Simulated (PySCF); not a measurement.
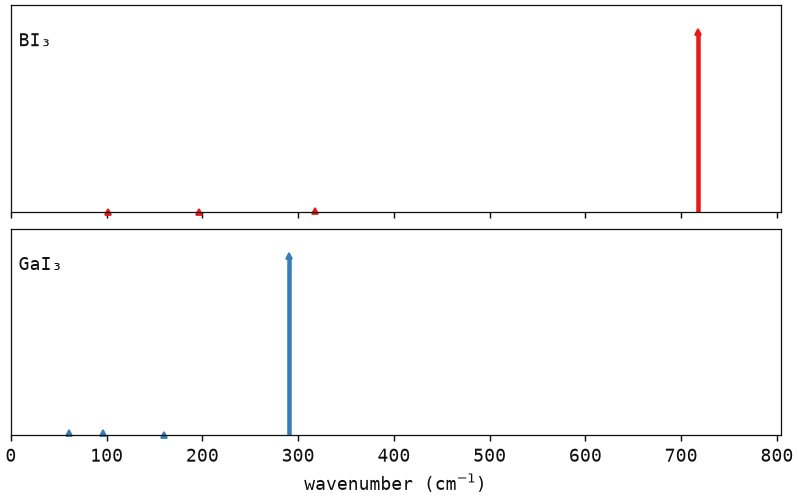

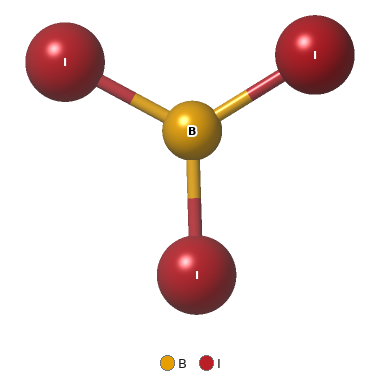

Harmonic infrared lines of BI₃ and GaI₃, all D3h singlets, each the lowest point that its search found (BI₃ is drawn); the central atom changes down one group of the periodic table. PBE0/def2-TZVP (core potentials past Kr), PySCF 2.14.0, unscaled, no spin-orbit coupling; each panel is scaled to its strongest line, degenerate modes are one line with their intensities summed, and dots on the axis are modes too weak to show or inactive.

How do the bond length and the stretches change along the series?

Answer. Mean bond length: BI₃ 2.112, GaI₃ 2.471 Å, rising down the group. Highest e' mode: BI₃ 718, GaI₃ 290 cm⁻¹, falling down the group.
